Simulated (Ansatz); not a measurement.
# CH5BrSi + H2: a complex and its separated parts, part 2 of 2

Ansatz 0.2.0, Gaussian basis. Earlier steps stand in the parts before.

### 13 CAM-B3LYP-D4/def2-TZVPP

The inputs:

parta/in.yaml

```yaml
crystal:
  periodic: [false, false, false]
  atoms:
    - {symbol: Si, position_ang: [-0.881969, -0.657133, -0.191008]}
    - {symbol: Br, position_ang: [0.379235, -1.621417, -1.755269]}
    - {symbol: H, position_ang: [-1.921114, -1.641807, 0.195929]}
    - {symbol: H, position_ang: [-1.525062, 0.522264, -0.819098]}
    - {symbol: C, position_ang: [0.178856, -0.172813, 1.255241]}
    - {symbol: H, position_ang: [-0.436108, 0.299951, 2.026304]}
    - {symbol: H, position_ang: [0.664013, -1.049356, 1.688750]}
    - {symbol: H, position_ang: [0.951784, 0.533930, 0.947469]}
basis:
  gaussian: {orbitals: def2-TZVPP}
hamiltonian: {xc: {name: CAM-B3LYP}, dispersion: d4}
```

partb/in.yaml

```yaml
crystal:
  periodic: [false, false, false]
  atoms:
    - {symbol: H, position_ang: [1.307199, 1.544979, -1.807562]}
    - {symbol: H, position_ang: [1.283167, 2.241404, -1.540855]}
basis:
  gaussian: {orbitals: def2-TZVPP}
hamiltonian: {xc: {name: CAM-B3LYP}, dispersion: d4}
```

The same command starts each run, in its folder.

Run with:

```console
$ ansatz run in.yaml --threads 4 --pin off --events-out ev --progress --plain --max-ram 9574MiB
```

Output in parta, cut to the lines that bear on the results:

```text
Functional definition: CAM-B3LYP
  name "CAM-B3LYP"
  cite "Yanai, Tew & Handy, Chem. Phys. Lett. 393, 51 (2004) doi:10.1016/j.cplett.2004.06.011"
  cite "Iikura, Tsuneda, Yanai & Hirao, J. Chem. Phys. 115, 3540 (2001) doi:10.1063/1.1383587"
  cite "Becke, Phys. Rev. A 38, 3098 (1988) doi:10.1103/PhysRevA.38.3098"
  cite "Lee, Yang & Parr, Phys. Rev. B 37, 785 (1988) doi:10.1103/PhysRevB.37.785"
[...]
1179 factors; their error is unknown
268 factors; integrals over basis functions are off by at most 1.5e-5 eV
[...]
mean field -79047.68295479 eV, -2904.9487681447 hartree, gradient 2.8e-5 eV, S^2 0.000000; 0 other end points of the search recorded, 0 dependent functions left out
reference -79047.68307924 eV, -2904.9487727181 hartree; 30, 30 occupied and 161, 161 virtual orbitals, 1179 factors
Total energy: -79047.81570731 eV, -2904.9536467096 hartree
```

Output in partb, cut to the lines that bear on the results:

```text
[... 6 set-up lines as earlier in the session ...]
[...]
  # Exact exchange under (alpha + beta erf(omega r))/r, Becke's under what is left of 1/r.
[...]
118 factors; their error is unknown
42 factors; integrals over basis functions are off by at most 6.3e-5 eV
[...]
mean field -31.88030489 eV, -1.1715795955 hartree, gradient 6.4e-5 eV, S^2 0.000000; 0 other end points of the search recorded, 0 dependent functions left out
reference -31.88037483 eV, -1.1715821657 hartree; 1, 1 occupied and 27, 27 virtual orbitals, 118 factors
Total energy: -31.88188822 eV, -1.1716377818 hartree
```

Times: 2 s (parta), 0.15 s (partb) on 4 threads of Arm Neoverse V1, shared host.

### 14 wB97X-V/def2-TZVPP

The same edit goes into each in.yaml of step 13 (parta, partb):

```diff
-hamiltonian: {xc: {name: CAM-B3LYP}, dispersion: d4}
+hamiltonian: {xc: {name: wB97X-V}}
```

Each run has its own folder and the same command.

Run with:

```console
$ ansatz run in.yaml --threads 4 --pin off --events-out ev --progress --plain --max-ram 9574MiB
```

Output in parta, cut to the lines that bear on the results:

```text
Functional definition: wB97X-V
  name "wB97X-V"
  cite "Mardirossian & Head-Gordon, Phys. Chem. Chem. Phys. 16, 9904 (2014) doi:10.1039/C3CP54374A"
[... 2 set-up lines as earlier in the session ...]
[...]
      + integral(e_c_pw_opposite_spin*poly(b97_u_opposite, cos0, cos1)) + vv10(b, c)
1179 factors; their error is unknown
248 factors; integrals over basis functions are off by at most 3.0e-5 eV
[...]
mean field -79036.85568765 eV, -2904.5508734161 hartree, gradient 4.0e-5 eV, S^2 0.000000; 0 other end points of the search recorded, 0 dependent functions left out
reference -79036.85568575 eV, -2904.5508733464 hartree; 30, 30 occupied and 161, 161 virtual orbitals, 1179 factors
Total energy: -79036.85568575 eV, -2904.5508733464 hartree
```

partb printed, cut to the lines that bear on the results:

```text
[... 5 set-up lines as earlier in the session ...]
[...]
      + integral(e_c_pw_opposite_spin*poly(b97_u_opposite, cos0, cos1)) + vv10(b, c)
118 factors; their error is unknown
42 factors; integrals over basis functions are off by at most 3.0e-5 eV
[...]
mean field -31.90860338 eV, -1.1726195458 hartree, gradient 8.8e-5 eV, S^2 0.000000; 0 other end points of the search recorded, 0 dependent functions left out
reference -31.90860238 eV, -1.1726195091 hartree; 1, 1 occupied and 27, 27 virtual orbitals, 118 factors
Total energy: -31.90860238 eV, -1.1726195091 hartree
```

They took 5.5 s (parta), 0.2 s (partb) on 4 threads of Arm Neoverse V1, shared host.

### 15 wB97M-V/def2-TZVPP

Each input of step 14 (parta, partb) changes in the same lines:

```diff
-hamiltonian: {xc: {name: wB97X-V}}
+hamiltonian: {xc: {name: wB97M-V}}
```

The same command starts each run, in its folder.

Run with:

```console
$ ansatz run in.yaml --threads 4 --pin off --events-out ev --progress --plain --max-ram 9574MiB
```

Output in parta, cut to the lines that bear on the results:

```text
Functional definition: wB97M-V
  name "wB97M-V"
  cite "Mardirossian & Head-Gordon, J. Chem. Phys. 144, 214110 (2016) doi:10.1063/1.4952647"
[... 2 set-up lines as earlier in the session ...]
  # Of w^i u^j: cxij and so on, Table III.
[...]
  gx(w, u) = 1 - cx + cx01*u + cx10*w
[...]
      + integral(e_c_pw_mod_opposite_spin*gos(b97_w_opposite, b97_u_opposite)) + vv10(b, c)
1174 factors; their error is unknown
248 factors; integrals over basis functions are off by at most 3.0e-5 eV
[...]
mean field -79039.41619362 eV, -2904.6449702750 hartree, gradient 3.4e-5 eV, S^2 0.000000; 0 other end points of the search recorded, 0 dependent functions left out
reference -79039.41623959 eV, -2904.6449719644 hartree; 30, 30 occupied and 161, 161 virtual orbitals, 1174 factors
Total energy: -79039.41623959 eV, -2904.6449719644 hartree
```

partb printed, cut to the lines that bear on the results:

```text
[... 5 set-up lines as earlier in the session ...]
  # Of w^i u^j: cxij and so on, Table III.
[...]
  gx(w, u) = 1 - cx + cx01*u + cx10*w
[...]
      + integral(e_c_pw_mod_opposite_spin*gos(b97_w_opposite, b97_u_opposite)) + vv10(b, c)
118 factors; their error is unknown
42 factors; integrals over basis functions are off by at most 3.0e-5 eV
[...]
mean field -31.60112215 eV, -1.1613198190 hartree, gradient 7.4e-6 eV, S^2 0.000000; 0 other end points of the search recorded, 0 dependent functions left out
reference -31.60114641 eV, -1.1613207104 hartree; 1, 1 occupied and 27, 27 virtual orbitals, 118 factors
Total energy: -31.60114641 eV, -1.1613207104 hartree
```

Times: 6.5 s (parta), 0.2 s (partb) on 4 threads of Arm Neoverse V1, shared host.

### 16 B2PLYP/def2-TZVPP

Each input of step 15 (parta, partb) changes in the same lines:

```diff
-hamiltonian: {xc: {name: wB97M-V}}
+hamiltonian: {xc: {name: B2PLYP}}
```

The same command starts each run, in its folder.

Run with:

```console
$ ansatz run in.yaml --threads 4 --pin off --events-out ev --progress --plain --max-ram 9574MiB
```

parta printed, cut to the lines that bear on the results:

```text
Functional definition: B2PLYP
  name "B2PLYP"
  cite "Grimme, J. Chem. Phys. 124, 034108 (2006) doi:10.1063/1.2148954"
[... 2 set-up lines as earlier in the session ...]
[...]
1129 factors; integrals over basis functions are off by at most 8.9e-4 eV
[...]
mean field -79024.81329983 eV, -2904.1083238266 hartree, gradient 5.0e-6 eV, S^2 0.000000; 0 other end points of the search recorded, 0 dependent functions left out
15 core orbitals not correlated: weight in the atoms' cores, before any rotation towards them, 1.000 or more for the frozen orbitals, at most 0.000 for the correlated occupied ones
reference -79024.81346165 eV, -2904.1083297731 hartree; 15, 15 occupied and 161, 161 virtual orbitals, 1129 factors
second order -18.97469001 eV of doubles, -0.00000000 eV of singles
Total energy: -79029.93662795 eV, -2904.2966026621 hartree
```

partb printed, cut to the lines that bear on the results:

```text
[... 5 set-up lines as earlier in the session ...]
[...]
145 factors; integrals over basis functions are off by at most 7.3e-4 eV
[...]
mean field -31.55850203 eV, -1.1597535584 hartree, gradient 1.0e-6 eV, S^2 0.000000; 0 other end points of the search recorded, 0 dependent functions left out
reference -31.55859144 eV, -1.1597568443 hartree; 1, 1 occupied and 27, 27 virtual orbitals, 145 factors
second order -1.02365582 eV of doubles, -0.00000000 eV of singles
Total energy: -31.83497851 eV, -1.1699138818 hartree
```

Wall times: 3.3 s (parta), 0.1 s (partb) on 4 threads of Arm Neoverse V1, shared host.

### 17 PBE-QIDH/def2-TZVPP

Each input of step 16 (parta, partb) changes in the same lines:

```diff
-hamiltonian: {xc: {name: B2PLYP}}
+hamiltonian: {xc: {name: PBE-QIDH}}
```

Each run has its own folder and the same command.

Run with:

```console
$ ansatz run in.yaml --threads 4 --pin off --events-out ev --progress --plain --max-ram 9574MiB
```

Log of parta, cut to the lines that bear on the results:

```text
Functional definition: PBE-QIDH
  name "PBE-QIDH"
  cite "Brémond, Sancho-García, Pérez-Jiménez & Adamo, J. Chem. Phys. 141, 031101 (2014) doi:10.1063/1.4890314"
[... 1 set-up line as earlier in the session ...]
[...]
1129 factors; integrals over basis functions are off by at most 8.9e-4 eV
[...]
mean field -79015.24536504 eV, -2903.7567087084 hartree, gradient 6.2e-6 eV, S^2 0.000000; 0 other end points of the search recorded, 0 dependent functions left out
15 core orbitals not correlated: weight in the atoms' cores, before any rotation towards them, 1.000 or more for the frozen orbitals, at most 0.000 for the correlated occupied ones
reference -79015.24537688 eV, -2903.7567091433 hartree; 15, 15 occupied and 161, 161 virtual orbitals, 1129 factors
second order -17.72003965 eV of doubles, -0.00000000 eV of singles
Total energy: -79021.15205676 eV, -2903.9737756253 hartree
```

Log of partb, cut to the lines that bear on the results:

```text
[... 4 set-up lines as earlier in the session ...]
[...]
145 factors; integrals over basis functions are off by at most 7.3e-4 eV
[...]
mean field -31.52726212 eV, -1.1586055129 hartree, gradient 1.4e-6 eV, S^2 0.000000; 0 other end points of the search recorded, 0 dependent functions left out
reference -31.52726854 eV, -1.1586057488 hartree; 1, 1 occupied and 27, 27 virtual orbitals, 145 factors
second order -0.95919948 eV of doubles, -0.00000000 eV of singles
Total energy: -31.84700170 eV, -1.1703557257 hartree
```

They took 3.4 s (parta), 0.1 s (partb) on 4 threads of Arm Neoverse V1, shared host.

### 18 RPA on PBE/def2-TZVPP

Each input of step 17 (parta, partb) changes in the same lines:

```diff
-hamiltonian: {xc: {name: PBE-QIDH}}
+hamiltonian: {xc: pbe}
+correlation: {method: rpa}
```

The same command starts each run, in its folder.

Run with:

```console
$ ansatz run in.yaml --threads 4 --pin off --events-out ev --progress --plain --max-ram 9574MiB
```

Output in parta, cut to the lines that bear on the results:

```text
[... 4 set-up lines as earlier in the session ...]
[...]
1129 factors; integrals over basis functions are off by at most 8.9e-4 eV
[...]
mean field -79028.37717907 eV, -2904.2392939730 hartree, gradient 1.4e-6 eV, S^2 0.000000; 0 other end points of the search recorded, 0 dependent functions left out
15 core orbitals not correlated: weight in the atoms' cores, before any rotation towards them, 1.000 or more for the frozen orbitals, at most 0.000 for the correlated occupied ones
reference -78972.20889532 eV, -2902.1751476171 hartree; 15, 15 occupied and 161, 161 virtual orbitals, 1129 factors
Total energy: -78998.50487289 eV, -2903.1415069691 hartree
```

Output in partb, cut to the lines that bear on the results:

```text
[... 4 set-up lines as earlier in the session ...]
[...]
145 factors; integrals over basis functions are off by at most 7.3e-4 eV
[...]
mean field -31.73221153 eV, -1.1661372649 hartree, gradient 1.4e-6 eV, S^2 0.000000; 0 other end points of the search recorded, 0 dependent functions left out
reference -30.80641696 eV, -1.1321149420 hartree; 1, 1 occupied and 27, 27 virtual orbitals, 145 factors
Total energy: -32.86230697 eV, -1.2076675064 hartree
```

Times: 2.9 s (parta), 0.1 s (partb) on 4 threads of Arm Neoverse V1, shared host.

### 19 CCSD(T)/def2-TZVPP

The same edit goes into each in.yaml of step 18 (parta, partb):

```diff
-hamiltonian: {xc: pbe}
-correlation: {method: rpa}
+correlation: {method: ccsd_t}
```

One command serves all of them, each in its own folder.

Run with:

```console
$ ansatz run in.yaml --threads 4 --pin off --events-out ev --progress --plain --max-ram 9574MiB
```

Log of parta, cut to the lines that bear on the results:

```text
Functional definition: HF
  name "HF"
  cite "Fock, Z. Phys. 61, 126 (1930) doi:10.1007/BF01340294"
[... 1 set-up line as earlier in the session ...]
[...]
1129 factors; integrals over basis functions are off by at most 8.9e-4 eV
[...]
mean field -78973.30565296 eV, -2902.2154527171 hartree, gradient 2.9e-6 eV, S^2 0.000000; 0 other end points of the search recorded, 0 dependent functions left out
15 core orbitals not correlated: weight in the atoms' cores, before any rotation towards them, 1.000 or more for the frozen orbitals, at most 0.000 for the correlated occupied ones
reference -78973.30565296 eV, -2902.2154527171 hartree; 15, 15 occupied and 161, 161 virtual orbitals, 1129 factors
second order -15.82735537 eV of doubles, -0.00000000 eV of singles
cycle   1  -16.37266073 eV  change   -5.5e-1 eV  update   7.6e-2
[...]
cycle   8  -16.81123988 eV  change   -1.9e-5 eV  update   1.5e-5
perturbative correction -0.58096046 eV, -0.0213499030 hartree
Total energy: -78990.69785330 eV, -2902.8546042908 hartree
```

partb printed, cut to the lines that bear on the results:

```text
[... 4 set-up lines as earlier in the session ...]
[...]
145 factors; integrals over basis functions are off by at most 7.3e-4 eV
[...]
mean field -30.82771977 eV, -1.1328978056 hartree, gradient 4.2e-7 eV, S^2 0.000000; 0 other end points of the search recorded, 0 dependent functions left out
reference -30.82771977 eV, -1.1328978056 hartree; 1, 1 occupied and 27, 27 virtual orbitals, 145 factors
second order -0.86257138 eV of doubles, -0.00000000 eV of singles
cycle   1  -1.00722390 eV  change   -1.4e-1 eV  update   2.6e-2
[...]
cycle   7  -1.07306827 eV  change    6.7e-7 eV  update   4.2e-7
perturbative correction -0.00000000 eV, -0.0000000000 hartree
Total energy: -31.90078804 eV, -1.1723323372 hartree
```

Wall times: 46 s (parta), 0.1 s (partb) on 4 threads of Arm Neoverse V1, shared host; peak memory 2 GiB.

### 20 Vibrations of CH5BrSi

Input file vib-parta/in.yaml:

```yaml
crystal:
  periodic: [false, false, false]
  atoms:
    - {symbol: Si, position_ang: [-0.881969, -0.657133, -0.191008]}
    - {symbol: Br, position_ang: [0.379235, -1.621417, -1.755269]}
    - {symbol: H, position_ang: [-1.921114, -1.641807, 0.195929]}
    - {symbol: H, position_ang: [-1.525062, 0.522264, -0.819098]}
    - {symbol: C, position_ang: [0.178856, -0.172813, 1.255241]}
    - {symbol: H, position_ang: [-0.436108, 0.299951, 2.026304]}
    - {symbol: H, position_ang: [0.664013, -1.049356, 1.688750]}
    - {symbol: H, position_ang: [0.951784, 0.533930, 0.947469]}
basis:
  gaussian: {orbitals: def2-TZVP}
hamiltonian: {xc: pbe0, dispersion: d4}
phonons: {temperatures: {t_min: 298.15, t_max: 900, t_step: 200}}
```

Run with:

```console
$ ansatz run in.yaml --threads 4 --pin off --events-out ev --progress --plain --max-ram 9574MiB
```

The log of the run, cut to the lines that bear on the results:

```text
[... 5 set-up lines as earlier in the session ...]
[...]
1081 factors; their error is unknown
[...]
mean field -79031.90912622 eV, -2904.3690906367 hartree, gradient 3.2e-5 eV, S^2 0.000000; 0 other end points of the search recorded, 0 dependent functions left out
[...]
Atom 5 at    -0.436108     0.299951     2.026304 Å, force    -0.000200     0.000211     0.000038 eV/Å
Atom 6 at     0.664013    -1.049356     1.688750 Å, force     0.000502    -0.000163     0.000595 eV/Å
Atom 7 at     0.951784     0.533930     0.947469 Å, force     0.000768     0.000265     0.000195 eV/Å
Dipole moment:    -0.067067     0.182212     0.362435 e Å
Vibrations: 165.14 175.66 413.73 484.81 653.87 691.85 748.60 883.46 897.20 954.07 1277.27 1441.38 1447.67 2238.36 2244.89 3052.71 3137.72 3151.40 cm⁻¹, zero-point energy 1.491517 eV
```

Wall time 66 s (4 threads of Arm Neoverse V1, shared host).

Wavenumbers and character of the modes:

| mode | wavenumber (cm⁻¹) | character |
| --- | --- | --- |
| 1 | 165 | torsion |
| 2 | 176 | bend |
| 3 | 414 | Si–Br stretch |
| 4 | 485 | bend with torsion |
| 5 | 654 | bend with wag or twist |
| 6 | 692 | Si–C stretch with bend |
| 7 | 749 | Si–C stretch with bend |
| 8 | 883 | bend |
| 9 | 897 | bend with wag or twist |
| 10 | 954 | bend |
| 11 | 1277 | bend |
| 12 | 1441 | bend |
| 13 | 1448 | bend |
| 14 | 2238 | Si–H stretch |
| 15 | 2245 | Si–H stretch |
| 16 | 3053 | C–H stretch |
| 17 | 3138 | C–H stretch |
| 18 | 3151 | C–H stretch |

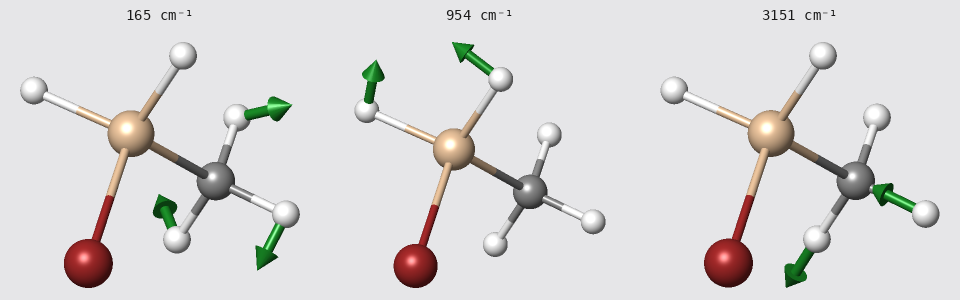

Displacements of 3 modes, as arrows.

Vibrational sums (real modes only):

| T (K) | entropy (J/mol/K) | heat capacity (J/mol/K) |
| --- | --- | --- |
| 298 | 32.9 | 45.2 |
| 498 | 62.9 | 72.1 |
| 698 | 90.3 | 90.1 |
| 898 | 114.7 | 103.2 |

### 21 Vibrations of H2

Input file vib-partb/in.yaml:

```yaml
crystal:
  periodic: [false, false, false]
  atoms:
    - {symbol: H, position_ang: [1.307199, 1.544979, -1.807562]}
    - {symbol: H, position_ang: [1.283167, 2.241404, -1.540855]}
basis:
  gaussian: {orbitals: def2-TZVP}
hamiltonian: {xc: pbe0, dispersion: d4}
phonons: {temperatures: {t_min: 298.15, t_max: 900, t_step: 200}}
```

Run with:

```console
$ ansatz run in.yaml --threads 4 --pin off --events-out ev --progress --plain --max-ram 9574MiB
```

The log of the run, cut to the lines that bear on the results:

```text
[... 5 set-up lines as earlier in the session ...]
[...]
88 factors; their error is unknown
[...]
mean field -31.78865275 eV, -1.1682114413 hartree, gradient 1.8e-5 eV, S^2 0.000000; 0 other end points of the search recorded, 0 dependent functions left out
[...]
reference -31.78855383 eV, -1.1682078063 hartree; 1, 1 occupied and 11, 11 virtual orbitals, 88 factors
Total energy: -31.79027515 eV, -1.1682710637 hartree
Atom 0 at     1.307199     1.544979    -1.807562 Å, force    -0.000022     0.000628     0.000241 eV/Å
Atom 1 at     1.283167     2.241404    -1.540855 Å, force     0.000022    -0.000628    -0.000241 eV/Å
Dipole moment:    -0.000000    -0.000000    -0.000000 e Å
Vibrations: 4414.81 cm⁻¹, zero-point energy 0.273683 eV
```

It took 0.2 s on 4 threads of Arm Neoverse V1, shared host.

The modes, with what each moves most:

| mode | wavenumber (cm⁻¹) | character |
| --- | --- | --- |
| 1 | 4415 | H–H stretch |

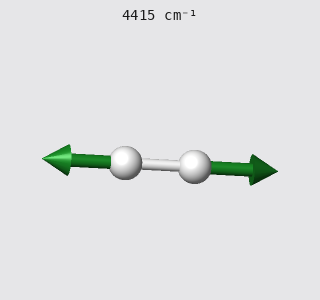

Displacements of 1 modes, as arrows.

Vibrational sums (real modes only):

| T (K) | entropy (J/mol/K) | heat capacity (J/mol/K) |
| --- | --- | --- |
| 298 | 0.0 | 0.0 |
| 498 | 0.0 | 0.0 |
| 698 | 0.0 | 0.1 |
| 898 | 0.1 | 0.4 |

### 22 Complex less separated parts

The complex's own energies come from single points at the same levels.

Rows are in def2-TZVPP; times add the 3 runs of a level on a shared host, so small differences are noise.

Differences are taken before rounding.

| method | rung | complex less parts (kJ/mol) | from CCSD(T) (kJ/mol) | time |
| --- | --- | --- | --- | --- |
| SPW92 | LDA | -6.25 | -3.96 | 2 s |
| PBE-D4 | GGA | -4.13 | -1.84 | 3.1 s |
| BLYP-D4 | GGA | -2.23 | +0.05 | 3.2 s |
| r2SCAN-D4 | meta-GGA | -2.08 | +0.21 | 7.4 s |
| B97M-V | meta-GGA | -3.07 | -0.78 | 16 s |
| PBE0-D4 | hybrid | -3.66 | -1.37 | 4.5 s |
| B3LYP-D4 | hybrid | -2.73 | -0.44 | 4.2 s |
| r2SCAN0-D4 | hybrid | -2.52 | -0.23 | 8 s |
| BHLYP-D4 | hybrid | -3.04 | -0.75 | 4.2 s |
| CAM-B3LYP-D4 | range-separated hybrid | -3.05 | -0.77 | 4.8 s |
| wB97X-V | range-separated hybrid | -3.24 | -0.95 | 12 s |
| wB97M-V | range-separated hybrid | -2.98 | -0.69 | 15 s |
| B2PLYP | double hybrid | -0.51 | +1.78 | 7.8 s |
| PBE-QIDH | double hybrid | -1.75 | +0.53 | 7.8 s |
| RPA on PBE | RPA | -1.43 | +0.85 | 6.9 s |
| Hartree-Fock | wavefunction | 1.37 | +3.65 |  |
| MP2 | wavefunction | -2.38 | -0.09 |  |
| CCSD | wavefunction | -1.88 | +0.41 |  |
| CCSD(T) | wavefunction | -2.29 | 0 | 2.4 min |

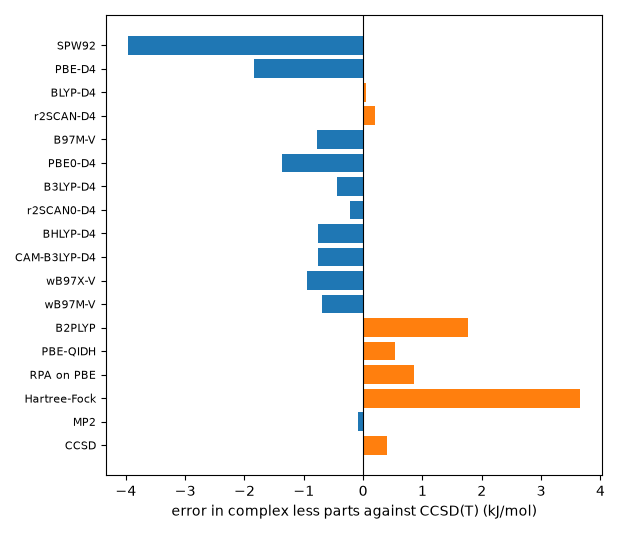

Deviations from CCSD(T), method by method.

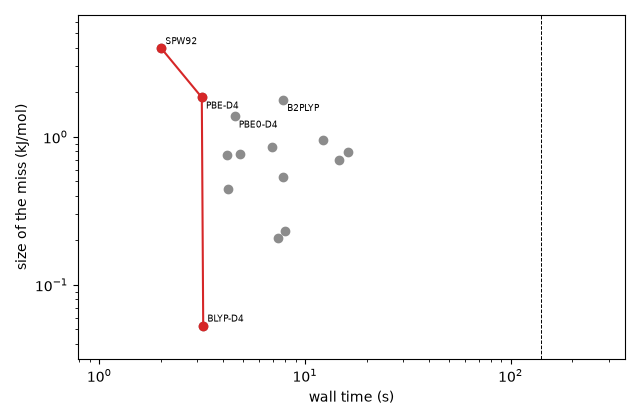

Accuracy for the time spent; red marks the levels that beat every quicker one drawn (of those quicker than the yardstick), and the dashed line is the time of CCSD(T). Only those levels and the largest misses are named. Times are from a shared host.

BLYP-D4 reaches 0.05 kJ/mol from the reference in 3.2 s, where CCSD(T) took 2.4 min; the quickest level in the cost chart, SPW92, takes 2 s and misses by 3.96 kJ/mol.

The complex's zero-point energy, from a separate PBE0-D4 run, is 1.802 eV.

### 23 What came out

What follows sums up all 2 parts.

| quantity | value |
| --- | --- |
| complex less parts, CCSD(T)/def2-TZVPP | -2.29 kJ/mol |
| with zero-point energy | +1.28 kJ/mol |
| largest T1 diagnostic | 0.008 |

**Reading.** At CCSD(T) the complex lies 2.29 kJ/mol below its parts. BLYP-D4 is the best functional here (+0.05 kJ/mol from CCSD(T)); SPW92 is the worst (-3.96 kJ/mol). Mean unsigned error by rung: LDA 3.96, GGA 0.95, meta-GGA 0.50, hybrid 0.70, range-separated hybrid 0.81, double hybrid 1.15 kJ/mol. The double hybrids carry no dispersion term here, unlike the levels marked D4 or V. PBE-D4 gives a relative energy 1.84 kJ/mol too low, an error of 81 % of the reference. No counterpoise was applied, and triple zeta lacks some correlation, so the CCSD(T) reference has a basis error of its own, and close matches with it are partly luck.
